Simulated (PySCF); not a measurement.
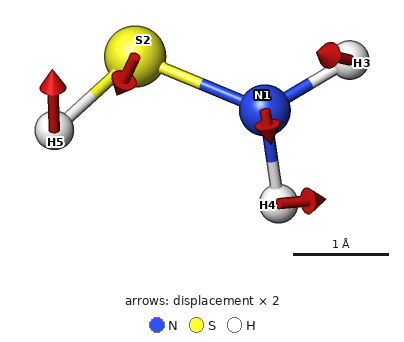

This is a relaxation of NH$_{3}$S. The starting structure is drawn; red arrows show the displacements, 2 times their true length. The two geometries are superimposed by the best rigid fit.

The picture is a ball-and-stick view, seen face on.

The start comes from MMFF94s. Its atoms were then displaced at random by about 0.03 Å.

These are results of PySCF 2.14.0, density-fitted response routines, PBE0-D3(BJ)/def2-SVP geometry optimisation, gas phase, not measurements. 

Q: What happened in the run?

A: After 8 geometry steps the energy has fallen by 86.8 kJ/mol. The atom that moves furthest after the best rigid fit is H5 (0.39 Å). Largest moves by element: H 0.39 Å, S 0.30 Å, N 0.20 Å. Among the contacts that change: N1–S2 1.565 → 1.714 Å, N1–H4 1.091 → 1.017 Å, N1–H3 1.081 → 1.017 Å, S2–H5 1.338 → 1.356 Å. Among the angles between lasting bonds that change: H3–N1–H4 102.5° → 109.4°, S2–N1–H3 116.8° → 110.8°, S2–N1–H4 107.7° → 110.8°. Groups turn about N1–S2 by about 50°.
